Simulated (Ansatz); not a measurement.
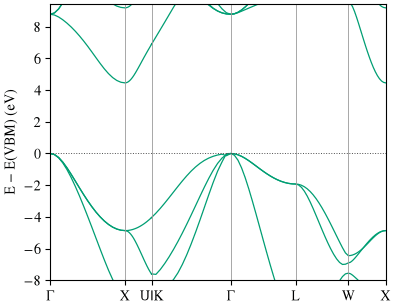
Band structure from plane-wave PAW PBE (Ansatz code)

Q: Read off the gap and where the band edges lie.

A: About 4.5 eV (4.46 eV by a search for the band edges); maximum at Γ, minimum at X.

The material is BN (zinc blende, space group No. 216).

Space group F-43m (zinc blende). Symmetry was held in the PBE relaxation.

Potentials: the earlier of the program's two PAW sets.
